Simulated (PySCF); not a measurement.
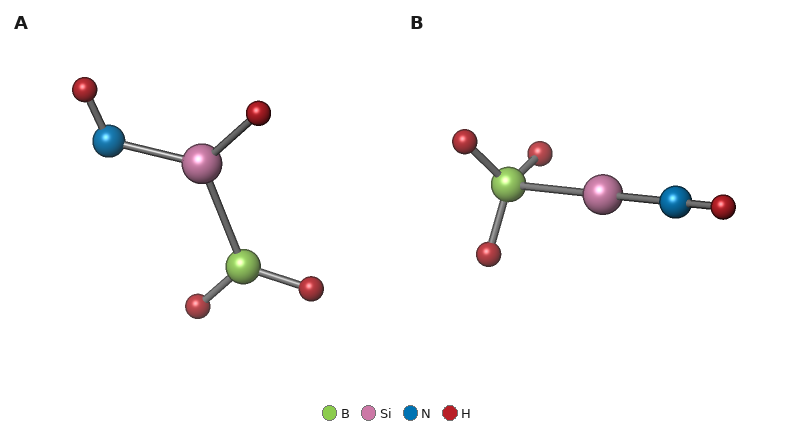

2 stationary structures of one formula. Geometries: PBE0-D4/def2-TZVP. Electronic energies: PBE0-D4/def2-TZVPP (PySCF 2.14.0), without zero-point energy. No frequency run is at hand to confirm each as a minimum. Each is one conformer, not always the lowest.

> Rank them by energy, lowest first.

B is lowest (C3v); A lies 0.783 eV above it (Cs).

Give E(B) − E(A) in eV at these levels too: PBE0-D4/def2-TZVP; ωB97M-V/def2-TZVPP; r2SCAN-D4/def2-TZVPP; B3LYP-D4/def2-TZVPP; RHF-CCSD(T) (frozen core)/def2-TZVPP; PBE-D4/def2-TZVPP; PBE0-D4/def2-TZVPP.

| level | E(B) − E(A) (eV) |
| --- | --- |
| PBE0-D4/def2-TZVP | −0.783 |
| ωB97M-V/def2-TZVPP | −0.824 |
| r2SCAN-D4/def2-TZVPP | −0.756 |
| B3LYP-D4/def2-TZVPP | −0.676 |
| RHF-CCSD(T) (frozen core)/def2-TZVPP | −0.629 |
| PBE-D4/def2-TZVPP | −0.855 |
| PBE0-D4/def2-TZVPP | −0.783 |
